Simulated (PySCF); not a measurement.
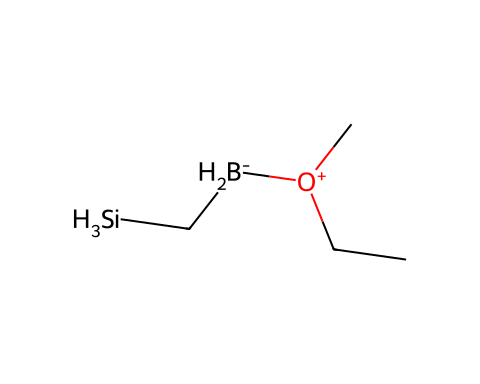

The geometry was computed by an optimisation with GFN2-xTB. No frequency run is at hand to confirm it as a minimum. Level of theory: PBE0/pcSseg-1, gas phase (PySCF 2.14.0).

### Give the dipole moment at this level.

4.40 D.

### Estimate the LUMO energy (Kohn–Sham orbital).

1.00 eV.

### Estimate the HOMO energy (Kohn–Sham orbital).

−7.48 eV.

The geometry is semi-empirical. Around B, Si such bond lengths and angles can be off by a tenth of an ångström or more and by several degrees, and values that hang on the shape move with them.
